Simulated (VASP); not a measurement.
Band structure of YPt₃ (space group Pm-3m). These are LDA (Ceperley-Alder, Perdew-Zunger), VASP's LDA PAW potentials (set 64) (plane waves; VASP) values and carry that method's errors.

Unless said otherwise, spin-orbit coupling is left out, though it shifts the bands of the heavy elements here.

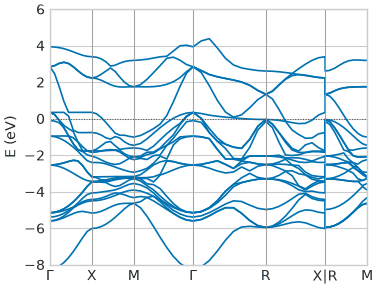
Figure: Bands along high-symmetry lines, zero at the valence-band maximum or, without a gap, the Fermi level

Read the plot: is there a gap, and where are the band edges?

It has no gap at this level: it comes out as a metal or semimetal.

The structure comes from a computed database's YPt3 entry (Pm-3m); how it stands against other phases isn't given here. The cell was not relaxed at this level. The electron count is odd and the run is not spin-polarised, which forces a metal.
